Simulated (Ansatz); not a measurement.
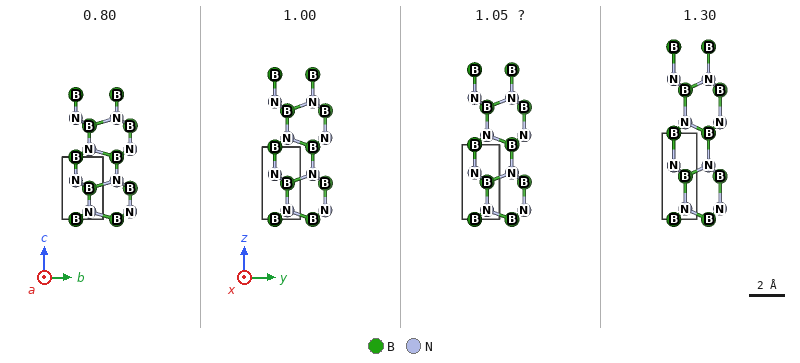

Solid BN (P6_3mc): the ratio of the cell's length along z to its lengths across, counted as 1 for the reference, is changed at fixed volume (a c/a path), with the atoms kept at their fractional coordinates. x, y and z are the Cartesian axes of the input. Style: ball-and-stick. Shown: the cell of the calculation, repeated 2 × 2 × 2 with one cell outlined, along the a axis.

All numbers below come from Ansatz, DFT r2SCAN, scalar-relativistic, plane waves, PAW. Set-up: plane-wave cutoff 500 eV; k-point mesh 12 × 12 × 6; occupations gaussian; smearing width 0.05 eV; no spin polarisation. Energies (free energies at the smearing named) are counted from the relaxed crystal.

| axial ratio over its reference value | energy change (meV/atom) |
| --- | --- |
| 0.80 | 663 |
| 0.85 | 345 |
| 0.92 | 88 |
| 0.96 | 21 |
| 1.00 | 0 |
| 1.05 | ? |
| 1.10 | 108 |
| 1.20 | 383 |
| 1.30 | 774 |

> Fill in the missing row.

A straight line between the two neighbours gives 54 meV/atom. A cubic through the four nearest rows (0.96, 1.00, 1.10, 1.20) gives, with Lagrange weights, (−0.2790)(21) + (0.8437)(0) + (0.4821)(108) + (−0.0469)(383) = 28 meV/atom. The calculation gives 29 meV/atom, so the cubic is 1 meV/atom too low and the straight line 25 meV/atom too high, as the curve bends upwards here.

The whole profile:

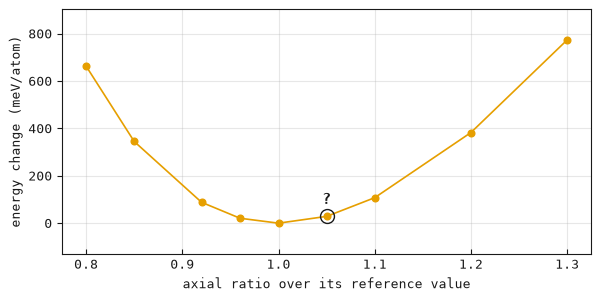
